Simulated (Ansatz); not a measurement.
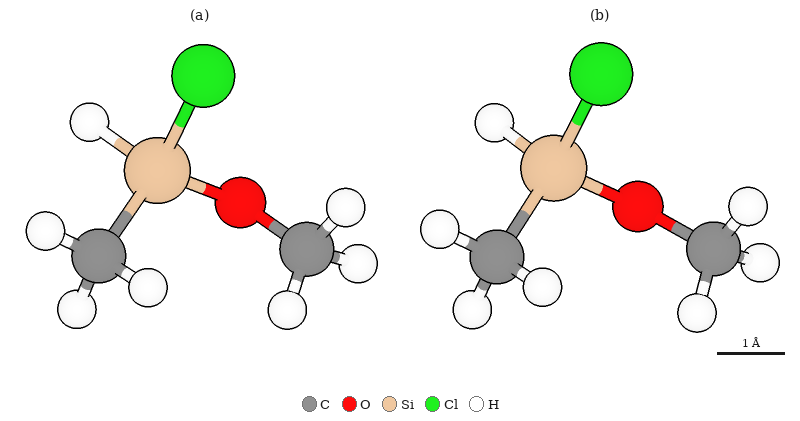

The structure of C2H7ClOSi (coarse preliminary run) before (left) and after (right) a relaxation, at one scale.

The picture is a ball-and-stick view, seen at a tilt.

The start comes from a force field.

Level of theory: RKS PBE-D4/def2-SVP in Ansatz. Set-up: force threshold 0.03 eV/Å; at most 200 steps.

Question: Summarise the run.

Answer: Over 6 accepted moves (7 points after the start) the energy falls by 9.11 kcal/mol. The largest force component goes from 3.6 to 0.011 eV/Å. The line search rejected the trial step at point 6 of the run. An H atom moves most after the best rigid fit: 0.15 Å. Largest moves by element: H 0.15 Å, C 0.11 Å, Cl 0.10 Å, O 0.08 Å, Si 0.07 Å. Near-neighbour distances that change, for instance: C–H 1.040 → 1.109 Å, C–O 1.370 → 1.417 Å, H–Si 1.540 → 1.494 Å, C–H 1.070 → 1.114 Å. Bond angles that change, for instance: H–C–H 101.4° → 108.3°, C–O–Si 117.7° → 124.5°, O–Si–C 118.0° → 112.8°. The run took roughly 16 core-seconds on a shared host.
